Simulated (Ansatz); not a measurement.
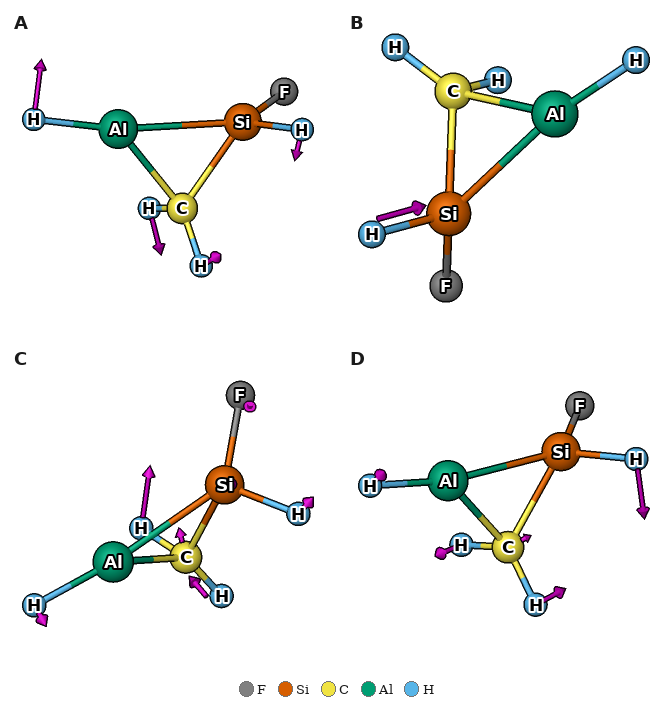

4 normal modes of one molecule or complex, as arrows. Harmonic vibrations computed with RKS PBE0-D4/def2-TZVP (Ansatz 0.2.0) at a stationary point of the same level.

Match the panels to the wavenumbers 211 cm⁻¹, 391 cm⁻¹, 623 cm⁻¹, 2211 cm⁻¹.

Answer. A: 391 cm⁻¹, angle bending
B: 2211 cm⁻¹, Si–H stretching
C: 211 cm⁻¹, angle bending
D: 623 cm⁻¹, angle bending
